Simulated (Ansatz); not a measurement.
# CH6AlFSi2: basis-set convergence

Aim: see how fast density functionals converge with the basis set for CH6AlFSi2.

Computed with Ansatz 0.2.0, Gaussian basis. Level: one geometry, several basis sets.

The runs, in order: PBE0-D4/def2-SVP; ωB97M-V/def2-SVP; PBE0-D4/def2-QZVPP; ωB97M-V/def2-QZVPP; the functionals' def2-TZVPP values are taken from earlier runs.

**1. The relaxed structure**

An earlier PBE0-D4 in a triple-zeta def2 set relaxation fixed the geometry.

SMILES `FC[SiH]1[AlH][SiH2]1`, 11 atoms, charge 0, spin multiplicity 1.

Atoms are counted from 1 here; the program's logs count them from 0.

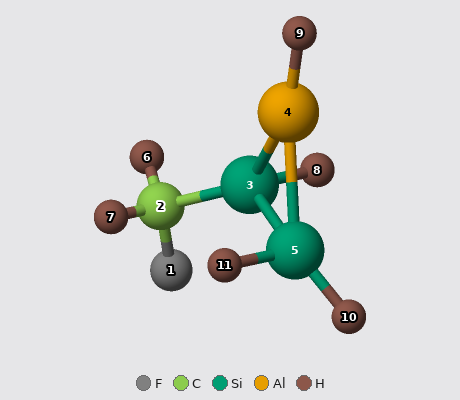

The geometry (fluorine grey, carbon green, silicon teal, aluminium amber, hydrogen brown); atoms are numbered from 1 in the order of the file.

**2. PBE0-D4 in def2-SVP**

File in.yaml:

```yaml
crystal:
  periodic: [false, false, false]
  atoms:
    - {symbol: F, position_ang: [-2.725680, 0.843718, 0.388992]}
    - {symbol: C, position_ang: [-1.476586, 1.384102, 0.113609]}
    - {symbol: Si, position_ang: [-0.264487, 0.053002, -0.505875]}
    - {symbol: Al, position_ang: [2.101943, -0.302626, -0.822718]}
    - {symbol: Si, position_ang: [0.803055, -1.611912, 0.720856]}
    - {symbol: H, position_ang: [-1.601018, 2.164452, -0.644827]}
    - {symbol: H, position_ang: [-1.095613, 1.851684, 1.026684]}
    - {symbol: H, position_ang: [-0.786849, -0.586813, -1.755913]}
    - {symbol: H, position_ang: [3.483815, 0.065480, -1.506773]}
    - {symbol: H, position_ang: [0.360613, -2.998089, 1.036829]}
    - {symbol: H, position_ang: [1.266108, -0.919998, 1.969838]}
basis:
  gaussian: {orbitals: def2-SVP}
hamiltonian: {xc: pbe0, dispersion: d4}
output: {orbitals: {seedname: orbitals}}
```

Launch:

```bash
ansatz run in.yaml --threads 4 --pin off --events-out ev --progress --plain --max-ram 10444MiB
```

Further steps of the session: ωB97M-V in def2-SVP; PBE0-D4 in def2-QZVPP; ωB97M-V in def2-QZVPP.

Q: Predict the results of all the runs planned. Wanted: PBE0-D4: double and triple zeta above quadruple; ωB97M-V: double and triple zeta above quadruple.

**Answer**, as computed:

```
                                       quantity           value
PBE0-D4: double and triple zeta above quadruple  13.31, 0.91 eV
ωB97M-V: double and triple zeta above quadruple  13.42, 0.88 eV
```

In words: For PBE0-D4 the step from double to triple zeta gains 12.40 eV and the next only 0.91 eV. Total energies overstate the basis error of differences, where much of it tends to cancel.
